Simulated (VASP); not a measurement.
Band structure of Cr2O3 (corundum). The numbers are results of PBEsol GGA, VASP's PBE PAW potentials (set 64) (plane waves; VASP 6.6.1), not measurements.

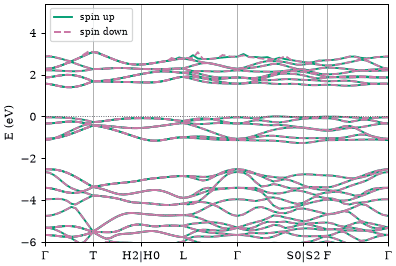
Figure: Bands along high-symmetry lines, zero at the valence-band maximum or, without a gap, the Fermi level

Task: Read the plot: is there a gap, and where are the band edges?

Result: The gap is indirect, 1.39 eV, from the valence maximum at Γ-S0 at 0.55 to the conduction minimum at Γ-T at 0.55. (Edges off the drawn lines would not show.)

The compound is Cr2O3 in the corundum structure. It was relaxed first.
